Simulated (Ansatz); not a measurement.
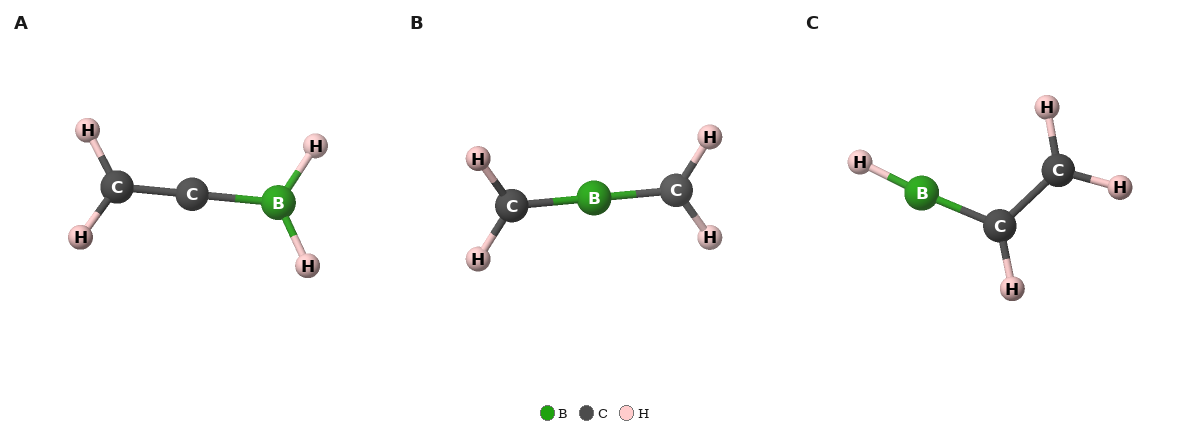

3 stationary structures of one formula. The species has charge +1 and is a spin singlet. Geometries: PBE0-D4/def2-TZVP. Electronic energies: RHF-CCSD(T) (frozen core)/def2-TZVPP (Ansatz 0.2.0), without zero-point energy. No frequency run is at hand to confirm each as a minimum. Each is one conformer, not always the lowest.

### Which structure is the most stable?

C is lowest (Cs); B lies 67.0 kJ/mol above it (D2h), A lies 102.5 kJ/mol above it (C2v).
